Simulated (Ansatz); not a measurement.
Band structure of BaTe (Fm-3m, 2 atoms in the cell).

```
CELL_PARAMETERS angstrom
      0.00000     3.46658     3.46658
      3.46658     0.00000     3.46658
      3.46658     3.46658     0.00000
ATOMIC_POSITIONS crystal
  Ba 0.00000 0.00000 0.00000
  Te 0.50000 0.50000 0.50000
```

Method: PBE, PAW files (plane waves; Ansatz, a quantum-chemistry and plane-wave program).

Settings: basis.ecutwfc = 420 eV; kpoints.mp_grid.grid = 6 6 6; hamiltonian.xc = pbe; hamiltonian.pseudopotentials = {kind: paw} (the program's default PAW files); scf.occupations.method = fermi_dirac; scf.occupations.width = 0.05 eV; kpoints.band_path.npoints = 8.

The starting cell comes from a database of computed structures (which also holds hypothetical and non-ambient phases and stackings), without a prior relaxation at this level. Its lattice was rescaled by a random factor within 2.5 % of one. Spin-orbit coupling is off.

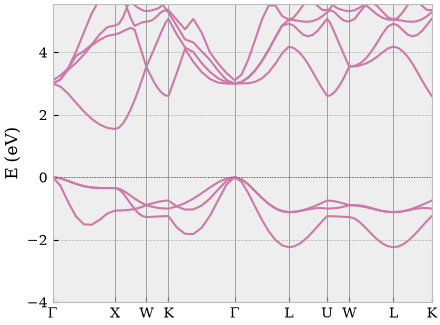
*Bands along the path, energies from the top of the valence band on the path.*

Read off roughly the gap and where its edges lie.

The gap along the path is about 1.5 eV (computed: 1.54 eV), from Γ to X; the smallest direct gap on it is 1.89 eV.

Levels in eV from the top of the valence band on the path, bands 10 to 16:
| point | 10 | 11 | 12 | 13 | 14 | 15 | 16 |
|---|---|---|---|---|---|---|---|
| Γ | -9.55 | 0.00 | 0.00 | 0.00 | 3.00 | 3.00 | 3.00 |
| X | -9.34 | -1.07 | -0.35 | -0.35 | 1.54 | 4.57 | 4.86 |
| W | -9.10 | -1.28 | -0.90 | -0.90 | 3.54 | 3.54 | 4.98 |
| K | -9.11 | -1.25 | -1.01 | -0.75 | 2.60 | 5.07 | 5.28 |
| L | -8.73 | -2.24 | -1.12 | -1.12 | 4.18 | 4.91 | 5.04 |
| U | -9.11 | -1.25 | -1.01 | -0.75 | 2.60 | 5.07 | 5.28 |

Keys are those of Ansatz 0.2.
